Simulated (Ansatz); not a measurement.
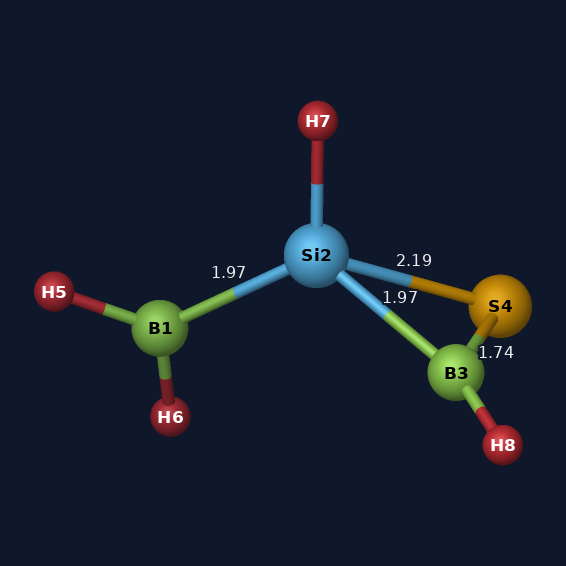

The numbers beside the sticks are distances in Å. Sticks don't show bond order. The computed structure is the end point of a PBE0-D4/def2-TZVP optimisation.

> Assign a bond order to each marked bond.

B1–Si2 single; Si2–B3 single; Si2–S4 single; B3–S4 single.

> Give the structure as SMILES.

B[Si@H]1BS1
